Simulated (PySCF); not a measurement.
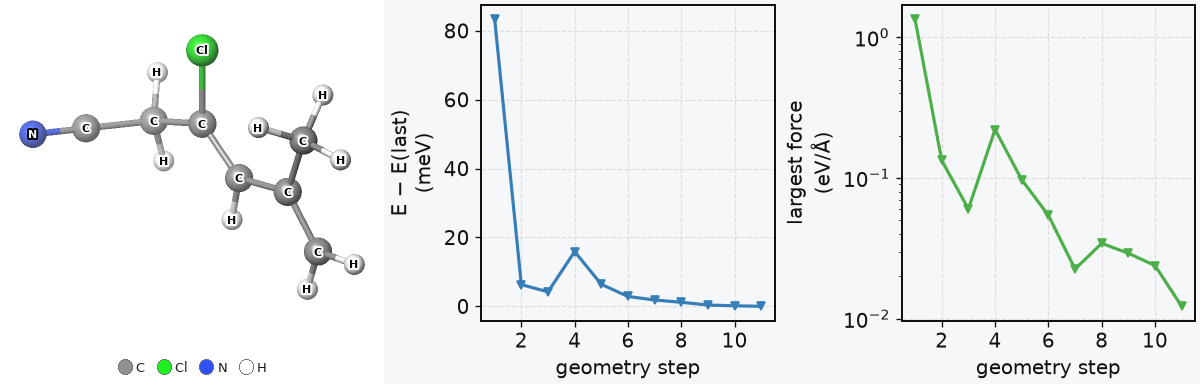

Beside the plot: the molecule at the start.

History of a geometry optimisation.

The run: C7H8ClN (SMILES C=C(C)/C=C(\Cl)CC#N), by PBE0-D3(BJ)/def2-SVP, geometry optimisation (PySCF 2.14.0, density fitting).

Q: How did it end, and what did it gain?

A: The optimisation met its thresholds at geometry 11, counting the start as the first. The energy fell by about 83 meV from the first step to the last, with a rise at step 4. The largest force goes from about 1.3 eV/Å at the start to 0.012 eV/Å at the end.
